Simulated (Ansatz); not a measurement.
# BeTlI3: complex band structure

Wanted: the relaxed cell of BeTlI3, its band edges and its decay constants. It is built by putting Be for Ca in the CaTlI3 structure of space group Cmcm, with the volume rescaled by atomic radii. The parent structure comes from the Materials Project.

Main program and level: Ansatz 0.2.0; LDA DFT, plane waves, PAW files, in the first sound run; inputs show where later runs differ.

The structure was built from a prototype and need not be the compound's stable phase.

### 1. Starting point

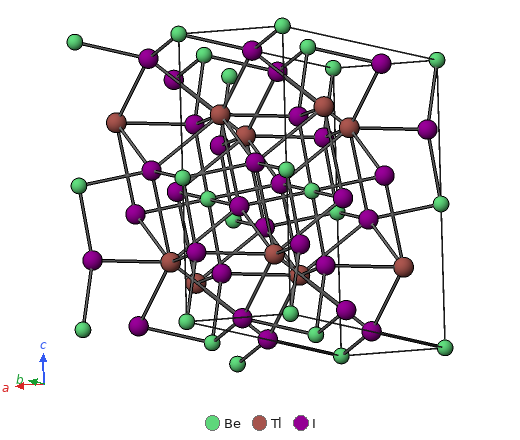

The starting structure, seen from a free direction (beryllium green, thallium brown, iodine purple). 2×1×1 cells are drawn. This picture shows the conventional cell, with its axes. Some periodic images of atoms are drawn too.

Coordinates:

```cif
data_structure
_symmetry_space_group_name_H-M 'Cmcm'
_symmetry_Int_Tables_number 63
_cell_length_a 4.2805
_cell_length_b 14.1865
_cell_length_c 10.8929
_cell_angle_alpha 90.000
_cell_angle_beta 90.000
_cell_angle_gamma 90.000
_cell_volume 661.47
loop_
_atom_site_label
_atom_site_type_symbol
_atom_site_symmetry_multiplicity
_atom_site_Wyckoff_symbol
_atom_site_fract_x
_atom_site_fract_y
_atom_site_fract_z
_atom_site_occupancy
Be1 Be 4 a 0.00000 0.00000 0.50000 1
Tl1 Tl 4 c 0.50000 0.24464 0.75000 1
I1 I 8 f 0.00000 0.36318 0.55550 1
I2 I 4 c 0.00000 0.07488 0.75000 1
```

### 2. Relaxing the new crystal

The substituted atoms don't fit the parent's cell, so cell and atoms relax together. A small smearing keeps the run stable in case the gap closes on the way.

input.yaml

```yaml
crystal:
  lattice:
    - [2.1402442742, -7.0932717308, 0.0]
    - [2.1402442742, 7.0932717308, 0.0]
    - [0.0, 0.0, 10.8928511402]
  atoms:
    - { symbol: Be, position: [0.0, 0.0, 0.0] }
    - { symbol: Be, position: [0.0, 0.0, 0.5] }
    - { symbol: Tl, position: [0.25535893, 0.74464107, 0.25] }
    - { symbol: Tl, position: [0.74464107, 0.25535893, 0.75] }
    - { symbol: I, position: [0.63682255, 0.36317745, 0.05550289] }
    - { symbol: I, position: [0.36317745, 0.63682255, 0.94449711] }
    - { symbol: I, position: [0.36317745, 0.63682255, 0.55550289] }
    - { symbol: I, position: [0.63682255, 0.36317745, 0.44449711] }
    - { symbol: I, position: [0.92511651, 0.07488349, 0.25] }
    - { symbol: I, position: [0.07488349, 0.92511651, 0.75] }
kpoints:
  mp_grid: { grid: [6, 6, 2] }
scf:
  occupations: { method: gaussian, width: 0.03 }
hamiltonian:
  xc: lda
output:
  forces: true
  stress: true
relax:
  f_tol: 0.02
  max_steps: 60
  cell: {}
```

Started as:

```
> ansatz run input.yaml --threads 2 --pin off --max-ram 4096MiB --backend cpu --events-out ev --progress --plain --runs-dir out
```

Numbers of over 12 decimals in the logs are rounded to 6 here.

The program printed:

```text
Engine: ansatz 0.2.0, x86_64-unknown-linux-gnu
Pseudopotentials: kind: paw
Pseudopotential: Be, paw, valence charge 2, recommended cutoff 420 eV (normal), Be.paw.azcp
Pseudopotential: Tl, paw, valence charge 13, recommended cutoff 420 eV (normal), Tl.paw.azcp
Pseudopotential: I, paw, valence charge 17, recommended cutoff 420 eV (normal), I.paw.azcp
Functional definition: SPW92
  exchange = slater_x
  correlation = pw_c
Crystal: 10 atoms, lattice volume = 330.736 Å³
Basis set: ecut = 420 eV, 6437 PW (Γ)
Bands: 80, of which v1, the nominal top of the filled ones, is band 66 counted from 1 (65 counted from 0)
Symmetry: 8 space group operations
Space group: Cmcm (ITA 63), of the structure as read, at distance tolerance 6.9e-5 Å
k-points: 26 of 72
Non-local potential: Be, projectors of the file, l = 0: 2, l = 1: 2, l = 2: 1
Non-local potential: Tl, projectors of the file, l = 0: 2, l = 1: 2, l = 2: 2, l = 3: 1
Non-local potential: I, projectors of the file, l = 0: 2, l = 1: 2, l = 2: 2, l = 3: 2
PAW form: soft (Blöchl's): semilocal exchange-correlation on the pseudo side does not see the compensation charge
PAW frozen core: Be, regenerated for the run's functional, and the local potential with it (the file was generated under x = pbe(κ = 0.804, μ = 0.219515), c = pbe(β = 0.066725))
PAW frozen core: Tl, regenerated for the run's functional, and the local potential with it (the file was generated under x = pbe(κ = 0.804, μ = 0.219515), c = pbe(β = 0.066725))
PAW frozen core: I, regenerated for the run's functional, and the local potential with it (the file was generated under x = pbe(κ = 0.804, μ = 0.219515), c = pbe(β = 0.066725))
PAW one-centre angular grid: Be, 110 points (default); XC on 64 Gauss nodes
PAW one-centre angular grid: Tl, 590 points (default); XC on 64 Gauss nodes
PAW one-centre angular grid: I, 590 points (default); XC on 64 Gauss nodes
Initial density: superposition of atomic densities (neutral atoms: chi_scale 0, normalization atom), corrected by the library's trained network
Initial wavefunctions: pseudopotential atomic-orbital guess
Functional: x = slater, c = lda
SCF iter   1: F=—  HF=-66607.005769 eV  |F-HF|=—  |Δ(HF+E_count)|=         —  Δρ=4.09e-3  dr2=2.63e-2  ethr=1.77e-3  ⟨swp⟩=10.0  Hψ=9534  notcnv=0  defer=29
preconditioner: auto → Resta (q_TF=auto, 2.341 Å⁻¹)  ε∞=3.9  [insulator: Δε(μ)=1.720 eV  Ē_g=10.112 eV  σ=0.030 eV  W_gap=1.00  n_scr=80 (ndim 8)  ℏωp=17.3 eV  f_vac=0.016  D(μ)=0.00/eV (n_scr^D=0)  ε∞_Penn≈3.9]
SCF iter   2: F=—  HF=-66606.998971 eV  |F-HF|=—  |Δ(HF+E_count)|=   6.80e-3  Δρ=1.96e-3  dr2=5.89e-3  ethr=1.99e-5  ⟨swp⟩=2.0  Hψ=3369  notcnv=0  defer=202
SCF iter   3: F=—  HF=-66606.998000 eV  |F-HF|=—  |Δ(HF+E_count)|=   9.71e-4  Δρ=3.62e-4  dr2=3.30e-4  ethr=4.46e-6  ⟨swp⟩=2.0  Hψ=2111  notcnv=0  defer=202
SCF iter   4: F=—  HF=-66606.997999 eV  |F-HF|=—  |Δ(HF+E_count)|=   1.76e-6  Δρ=4.55e-5  dr2=7.84e-6  ethr=2.50e-7  ⟨swp⟩=2.0  Hψ=2410  notcnv=0  defer=202
SCF iter   5: F=—  HF=-66606.997947 eV  |F-HF|=—  |Δ(HF+E_count)|=   5.16e-5  Δρ=1.38e-5  dr2=9.10e-7  ethr=5.94e-9  ⟨swp⟩=2.0  Hψ=3567  notcnv=0  defer=202
SCF iter   6: F=-66606.997947 eV  HF=-66606.997947 eV  |F-HF|=7.79e-9  |Δ(HF+E_count)|=   5.04e-8  Δρ=3.68e-6  dr2=5.99e-8  ethr=7.58e-11  ⟨swp⟩=3.0  Hψ=8127  notcnv=0
SCF 1 converged in 6 iterations: F = -66606.997947 eV  dr2 = 5.99e-8
  greatest PAW one-centre occupation: 1.000 electrons in one spin orbital (limit 2), on the I atom at site 9 (counted from 0), in its partial waves of l = 2
relax step   1: F+E_penalty+E_count = -66606.99794701 eV  Δ(F+E_penalty+E_count) = +0.000e0 eV  max|allowed force component| = 1.017e0 eV/Å  Δτ_max = 0.0000 Å  P = -4.166 GPa  Ω = 330.736 Å³  (6 SCF iters, dr2 threshold 1.00e-7 eV, accepted)
Crystal: 10 atoms, lattice volume = 302.671 Å³
Basis set: ecut = 420 eV, 5931 PW (Γ)
Initial density: handed on by an earlier stage of this run
Initial wavefunctions: those handed on with the density
iter 1 solved again at ethr=2.06e-4 eV; its pass at ethr=3.10e-3 eV (dr2=2.72e-1 eV) is discarded
SCF iter   1: F=—  HF=-66608.345453 eV  |F-HF|=—  |Δ(HF+E_count)|=         —  Δρ=6.94e-3  dr2=2.66e-1  ethr=2.06e-4  ⟨swp⟩=3.7  Hψ=9954  notcnv=0
preconditioner: auto → Resta (q_TF=auto, 2.376 Å⁻¹)  ε∞=3.9  [insulator: Δε(μ)=1.905 eV  Ē_g=10.577 eV  σ=0.030 eV  W_gap=1.00  n_scr=70 (ndim 8)  ℏωp=18.1 eV  f_vac=0.004  D(μ)=0.00/eV (n_scr^D=0)  ε∞_Penn≈3.9]
SCF iter   2: F=—  HF=-66608.274254 eV  |F-HF|=—  |Δ(HF+E_count)|=   7.12e-2  Δρ=3.53e-3  dr2=5.74e-2  ethr=2.01e-4  ⟨swp⟩=3.5  Hψ=3093  notcnv=0
SCF iter   3: F=—  HF=-66608.256205 eV  |F-HF|=—  |Δ(HF+E_count)|=   1.80e-2  Δρ=6.02e-4  dr2=1.68e-3  ethr=4.35e-5  ⟨swp⟩=3.2  Hψ=3288  notcnv=0
SCF iter   4: F=—  HF=-66608.255900 eV  |F-HF|=—  |Δ(HF+E_count)|=   3.05e-4  Δρ=1.70e-4  dr2=1.22e-4  ethr=1.28e-6  ⟨swp⟩=2.2  Hψ=3006  notcnv=0
SCF iter   5: F=—  HF=-66608.255835 eV  |F-HF|=—  |Δ(HF+E_count)|=   6.43e-5  Δρ=4.42e-5  dr2=7.33e-6  ethr=9.22e-8  ⟨swp⟩=2.5  Hψ=3652  notcnv=0
SCF iter   6: F=-66608.255834 eV  HF=-66608.255834 eV  |F-HF|=2.34e-7  |Δ(HF+E_count)|=   8.76e-7  Δρ=1.08e-5  dr2=4.88e-7  ethr=7.58e-10  ⟨swp⟩=5.0  Hψ=7090  notcnv=0
SCF 2 converged in 6 iterations: F = -66608.255834 eV  dr2 = 4.88e-7
  greatest PAW one-centre occupation: 1.000 electrons in one spin orbital (limit 2), on the I atom at site 7 (counted from 0), in its partial waves of l = 2
relax step   2: F+E_penalty+E_count = -66608.25583406 eV  Δ(F+E_penalty+E_count) = -1.258e0 eV  max|allowed force component| = 2.760e-1 eV/Å  Δτ_max = 0.1965 Å  P = -1.912 GPa  Ω = 302.671 Å³  energy of the carried Pulay correction = +5.572e-3 eV  (6 SCF iters, dr2 threshold 1.00e-6 eV, accepted)
Crystal: 10 atoms, lattice volume = 283.794 Å³
Basis set: ecut = 420 eV, 5523 PW (Γ)
iter 1 solved again at ethr=6.92e-5 eV; its pass at ethr=3.10e-3 eV (dr2=9.14e-2 eV) is discarded
SCF iter   1: F=—  HF=-66608.557090 eV  |F-HF|=—  |Δ(HF+E_count)|=         —  Δρ=3.87e-3  dr2=9.17e-2  ethr=6.92e-5  ⟨swp⟩=3.7  Hψ=11092  notcnv=0  defer=1
preconditioner: auto → Resta (q_TF=auto, 2.402 Å⁻¹)  ε∞=4.0  [insulator: Δε(μ)=1.771 eV  Ē_g=10.850 eV  σ=0.030 eV  W_gap=1.00  n_scr=62 (ndim 8)  ℏωp=18.7 eV  f_vac=0.003  D(μ)=0.00/eV (n_scr^D=0)  ε∞_Penn≈4.0]
SCF iter   2: F=—  HF=-66608.532333 eV  |F-HF|=—  |Δ(HF+E_count)|=   2.48e-2  Δρ=1.86e-3  dr2=1.90e-2  ethr=6.92e-5  ⟨swp⟩=3.6  Hψ=3307  notcnv=0  defer=5
SCF iter   3: F=—  HF=-66608.526440 eV  |F-HF|=—  |Δ(HF+E_count)|=   5.89e-3  Δρ=4.15e-4  dr2=7.33e-4  ethr=1.44e-5  ⟨swp⟩=2.5  Hψ=3067  notcnv=0  defer=5
SCF iter   4: F=—  HF=-66608.526232 eV  |F-HF|=—  |Δ(HF+E_count)|=   2.07e-4  Δρ=8.77e-5  dr2=3.35e-5  ethr=5.55e-7  ⟨swp⟩=2.1  Hψ=2975  notcnv=0  defer=5
SCF iter   5: F=—  HF=-66608.526229 eV  |F-HF|=—  |Δ(HF+E_count)|=   3.49e-6  Δρ=3.26e-5  dr2=2.42e-6  ethr=2.54e-8  ⟨swp⟩=2.0  Hψ=3267  notcnv=0  defer=5
SCF iter   6: F=-66608.526229 eV  HF=-66608.526229 eV  |F-HF|=2.12e-8  |Δ(HF+E_count)|=   2.23e-7  Δρ=6.57e-6  dr2=1.49e-7  ethr=7.58e-10  ⟨swp⟩=4.0  Hψ=6553  notcnv=0
SCF 3 converged in 6 iterations: F = -66608.526229 eV  dr2 = 1.49e-7
relax step   3: F+E_penalty+E_count = -66608.52622870 eV  Δ(F+E_penalty+E_count) = -2.704e-1 eV  max|allowed force component| = 1.148e-1 eV/Å  Δτ_max = 0.1179 Å  P = +0.364 GPa  Ω = 283.794 Å³  energy of the carried Pulay correction = +9.829e-3 eV  (6 SCF iters, dr2 threshold 1.00e-6 eV, accepted)
[... from here on, the SCF cycles and remarks between the steps are left out ...]
relax step   4: F+E_penalty+E_count = -66608.55908525 eV  Δ(F+E_penalty+E_count) = -3.286e-2 eV  max|allowed force component| = 1.174e-1 eV/Å  Δτ_max = 0.0692 Å  P = +0.196 GPa  Ω = 283.660 Å³  energy of the carried Pulay correction = +9.861e-3 eV  (5 SCF iters, dr2 threshold 1.00e-6 eV, accepted)
relax step   5: F+E_penalty+E_count = -66608.56901407 eV  Δ(F+E_penalty+E_count) = -9.929e-3 eV  max|allowed force component| = 3.322e-2 eV/Å  Δτ_max = 0.0337 Å  P = +0.052 GPa  Ω = 286.379 Å³  energy of the carried Pulay correction = +9.219e-3 eV  (5 SCF iters, dr2 threshold 8.61e-7 eV, accepted)
relax step   6: F+E_penalty+E_count = -66608.57038133 eV  Δ(F+E_penalty+E_count) = -1.367e-3 eV  max|allowed force component| = 4.680e-2 eV/Å  Δτ_max = 0.0247 Å  P = -0.032 GPa  Ω = 287.057 Å³  energy of the carried Pulay correction = +9.060e-3 eV  (6 SCF iters, dr2 threshold 1.21e-7 eV, accepted)
relax step   7: F+E_penalty+E_count = -66608.57115197 eV  Δ(F+E_penalty+E_count) = -7.706e-4 eV  max|allowed force component| = 1.780e-2 eV/Å  Δτ_max = 0.0142 Å  P = +0.022 GPa  Ω = 286.846 Å³  energy of the carried Pulay correction = +9.109e-3 eV  (5 SCF iters, dr2 threshold 1.37e-7 eV, accepted)
relax step   8: F+E_penalty+E_count = -66608.57140026 eV  Δ(F+E_penalty+E_count) = -2.483e-4 eV  max|allowed force component| = 5.650e-3 eV/Å  Δτ_max = 0.0043 Å  P = +0.011 GPa  Ω = 286.940 Å³  energy of the carried Pulay correction = +9.087e-3 eV  (5 SCF iters, dr2 threshold 2.04e-8 eV, accepted)
relax step   9: F+E_penalty+E_count = -66608.57155774 eV  Δ(F+E_penalty+E_count) = -1.575e-4 eV  max|allowed force component| = 3.874e-3 eV/Å  Δτ_max = 0.0032 Å  P = -0.005 GPa  Ω = 287.016 Å³  energy of the carried Pulay correction = +9.070e-3 eV  (5 SCF iters, dr2 threshold 1.12e-8 eV, accepted)
relax step  10: F+E_penalty+E_count = -66608.57171923 eV  Δ(F+E_penalty+E_count) = -1.615e-4 eV  max|allowed force component| = 4.184e-3 eV/Å  Δτ_max = 0.0041 Å  P = +0.006 GPa  Ω = 286.932 Å³  energy of the carried Pulay correction = +9.089e-3 eV  (8 SCF iters, accepted)
Initial wavefunctions: pseudopotential atomic-orbital guess (no wavefunctions were taken with the density)
iter 1 solved again at ethr=2.43e-7 eV; its pass at ethr=3.10e-3 eV (dr2=3.20e-4 eV) is discarded
SCF iter   1: F=—  HF=-66608.564796 eV  |F-HF|=—  |Δ(HF+E_count)|=         —  Δρ=1.42e-4  dr2=8.67e-6  ethr=2.43e-7  ⟨swp⟩=3.7  Hψ=15112  notcnv=0
preconditioner: auto → Resta (q_TF=auto, 2.397 Å⁻¹)  ε∞=4.0  [insulator: Δε(μ)=1.683 eV  Ē_g=10.822 eV  σ=0.030 eV  W_gap=1.00  n_scr=64 (ndim 8)  ℏωp=18.6 eV  f_vac=0.004  D(μ)=0.00/eV (n_scr^D=0)  ε∞_Penn≈4.0]
SCF iter   2: F=—  HF=-66608.564789 eV  |F-HF|=—  |Δ(HF+E_count)|=   7.47e-6  Δρ=7.09e-5  dr2=2.02e-6  ethr=6.57e-9  ⟨swp⟩=2.0  Hψ=3429  notcnv=0
SCF iter   3: F=—  HF=-66608.564790 eV  |F-HF|=—  |Δ(HF+E_count)|=   6.87e-7  Δρ=1.04e-5  dr2=5.95e-8  ethr=1.53e-9  ⟨swp⟩=2.1  Hψ=3798  notcnv=0
SCF iter   4: F=—  HF=-66608.564790 eV  |F-HF|=—  |Δ(HF+E_count)|=   1.56e-8  Δρ=5.81e-7  dr2=7.03e-10  ethr=4.51e-11  ⟨swp⟩=2.2  Hψ=2655  notcnv=0
SCF iter   5: F=-66608.564790 eV  HF=-66608.564790 eV  |F-HF|=2.91e-11  |Δ(HF+E_count)|=  2.76e-10  Δρ=1.03e-7  dr2=3.50e-11  ethr=1.00e-12  ⟨swp⟩=4.9  Hψ=6669  notcnv=0
SCF 11 converged in 5 iterations: F = -66608.564790 eV  dr2 = 3.50e-11
relax step  11: F+E_penalty+E_count = -66608.56478954 eV  Δ(F+E_penalty+E_count) = +6.930e-3 eV  max|allowed force component| = 4.132e-3 eV/Å  Δτ_max = 0.0000 Å  P = -0.009 GPa  Ω = 286.932 Å³  stress off target by 1.25e-2 GPa  SCF on the basis re-selected at this cell (its energy is not comparable with the rows above)  (5 SCF iters)
basis re-selected at this cell: Δ(F+E_penalty+E_count) = +6.930e-3 eV, ΔP = -0.015 GPa vs the last step (what re-selecting the basis moved, of the pressure what is left beyond the Pulay correction that the steps carried, after the strain that the cell walked since its last selection, with what the two solves' SCF thresholds leave and, on support functions, any second-order correction that the steps lacked; it is no measure of the basis error at this ecutwfc). The dense FFT grid was sized anew with the basis: this SCF ran on 50×50×72 points, the steps before it on 50×50×75, so part of this shift can come from that change (see relax.cell in the input reference). [rest of the remark cut]
SCF converged after 5 iterations
Free energy (F): -66608.564790 eV
Harris-Foulkes:  -66608.564790 eV  (|F-HF|=2.91e-11)
Internal energy: -66608.564790 eV  (E = F + TS)
E sigma→0 (E₀):  -66608.564790 eV
Fermi energy:    8.507482 eV
--- Per-component energies (eV) ---
  E_band       = -2121.015176
  E_kinetic    = 1843.295220
  E_local      = -12775.847482  (includes V_loc(G=0)·N_el)
  E_nonlocal   = 137.246482
  E_hartree    = 6419.865637
  E_xc         = -1263.035863
  E_vxc        = -1102.376519  (∫ρ·V_xc dr)
  E_paw        = -47800.923146  (= ΣΔE_a)
  E_vpaw       = -3063.064453  (= ΣTr[D̂ρ^β])
  E_aug_tail   = 0.000458  (compensation charges beyond the density's cutoff)
  E_ewald      = -13173.630838
  E_core_change = 4.464743  (= ΣΔE_core)
  E_smearing   = -0.000000  (= −TS)
  E_closure    = -0.000000  (closes the sum)
  Σ components = -66608.564790   (vs F -66608.564790, Δ=0.00e0)
--- Forces (eV/Å), atoms counted from 1 ---
  atom   1  Be    -0.00000000    -0.00000000     0.00000000
  atom   2  Be    -0.00000000     0.00000000    -0.00000000
  atom   3  Tl    -0.00000000    -0.00094906    -0.00000000
  atom   4  Tl    -0.00000000     0.00094906     0.00000000
  atom   5  I      0.00000000    -0.00413174    -0.00184655
  atom   6  I     -0.00000000     0.00413174     0.00184655
  atom   7  I     -0.00000000     0.00413174    -0.00184655
  atom   8  I      0.00000000    -0.00413174     0.00184655
  atom   9  I      0.00000000    -0.00171523    -0.00000000
  atom  10  I      0.00000000     0.00171523     0.00000000
  max |Σ_I F_I| component: 1.73e-18 eV/Å
--- Stress (GPa, compression-positive) ---
       -0.010768      -0.000000       0.000000
       -0.000000      -0.003590       0.000000
        0.000000       0.000000      -0.012516
  P = ⅓ Tr σ = -0.0090 GPa (-0.090 kbar)
--- Relaxed structure (10 steps of the walk, 10 accepted, 1 SCFs on fresh bases) ---
  F+E_penalty+E_count = -66608.56478954 eV   max|allowed force component| = 4.132e-3 eV/Å   (the final SCF, on the basis selected at the relaxed cell)
  cell:  # Å, volume = 286.9318 Å³
    - [1.934819, -6.982431, 1.60361569124699e-17]
    - [1.934819, 6.982431, -1.60361569124699e-17]
    - [0, -2.4626079013713886e-17, 10.619440]
  atoms:
    - { symbol: Be, position: [-6.54195338110162e-19, 6.541953381101618e-19, 1.4133738404334322e-19] }
    - { symbol: Be, position: [-6.541953381101621e-19, 6.541953381101619e-19, 0.5] }
    - { symbol: Tl, position: [0.261611, 0.738389, 0.25] }
    - { symbol: Tl, position: [0.738389, 0.261611, 0.75] }
    - { symbol: I, position: [0.624949, 0.375051, 0.038820] }
    - { symbol: I, position: [0.375051, 0.624949, 0.961180] }
    - { symbol: I, position: [0.375051, 0.624949, 0.538820] }
    - { symbol: I, position: [0.624949, 0.375051, 0.461180] }
    - { symbol: I, position: [0.950664, 0.049336, 0.25] }
    - { symbol: I, position: [0.049336, 0.950664, 0.75] }
```

Wall time 47 s (2 threads of AMD EPYC 9R45, shared host); peak memory 0.99 GiB.

Relaxation path:

```csv
step,energy less that of the first step (eV),largest force component (eV/Å),pressure (GPa),volume (Å³)
1,0.0000,1.0174,-4.17,330.74
2,-1.2579,0.2760,-1.91,302.67
3,-1.5283,0.1148,0.36,283.79
4,-1.5611,0.1174,0.20,283.66
5,-1.5711,0.0332,0.05,286.38
6,-1.5724,0.0468,-0.03,287.06
7,-1.5732,0.0178,0.02,286.85
8,-1.5735,0.0056,0.01,286.94
9,-1.5736,0.0039,0.00,287.02
10,-1.5738,0.0042,0.01,286.93
11*,-1.5668,0.0041,-0.01,286.93
```

Relaxation steps marked * repeat the geometry before them on a plane-wave basis chosen anew for their cell, so energy and pressure can jump there.

Forces are held to the 8 operations that the run works with; a distortion that breaks them can't arise in this run.

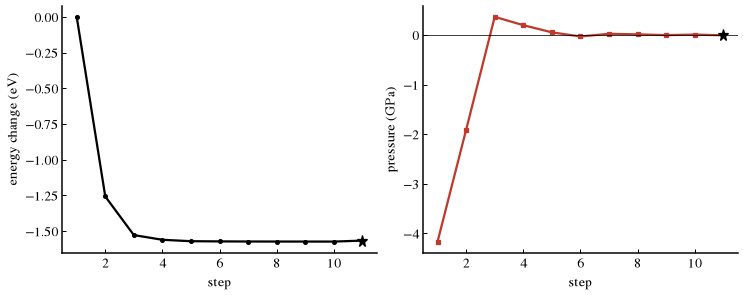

Energy and pressure along the relaxation. Stars mark steps on a basis chosen anew.

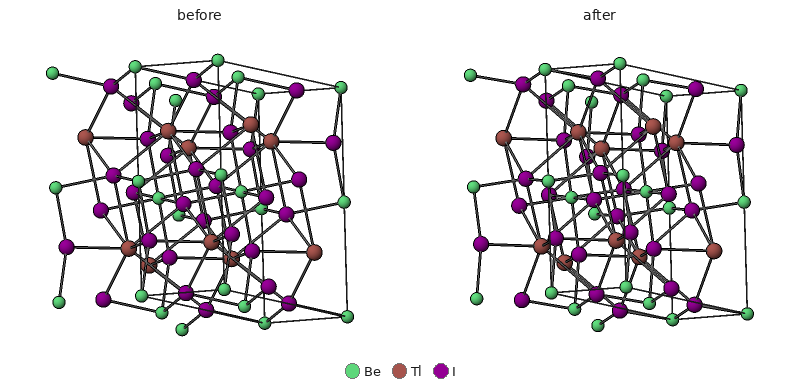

The structure before and after the relaxation, drawn at the same scale.

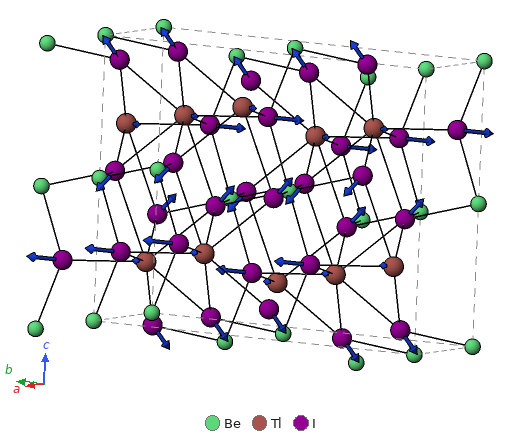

Displacements in the relaxation, exaggerated, measured against the changing cell; the longest in the cell stands for 0.36 Å. 2×1×1 conventional cells are drawn. Some periodic images of atoms are drawn too.

```csv
"conventional cell, symmetrised",before,after,change
a (Å),4.280,3.870,-9.6 %
b (Å),14.187,13.965,-1.6 %
c (Å),10.893,10.619,-2.5 %
volume (Å³/atom),33.07,28.69,-13.2 %
```

The atoms that moved most (Å, as changes of fractional coordinates times the final cell):

```csv
atom,dx,dy,dz,length
I10,0.000,0.357,0.000,0.357
I9,0.000,-0.357,0.000,0.357
I6,0.000,-0.166,0.177,0.243
I8,0.000,0.166,0.177,0.243
I7,0.000,-0.166,-0.177,0.243
I5,0.000,0.166,-0.177,0.243
Tl3,0.000,-0.087,0.000,0.087
Tl4,0.000,0.087,0.000,0.087
```

This step gave:

| Quantity | Value |
| --- | --- |
| free energy | -66608.5648 eV |
| Fermi energy | 8.507 eV |
| pressure | -0.008958 GPa |

The largest force component on a free atom ends at 0.0041 eV/Å.

(Continued in part 2 of 3.)

[Logs are printed without paths, hosts, clocks, repeated set-up lines and the standing remarks that a program may print on its own settings, such as how far it seeks lower states.]

[Hosts, paths, dates, database ids (printed as entryN), source tags and the programs' standing remarks are cut or masked in the printed files.]
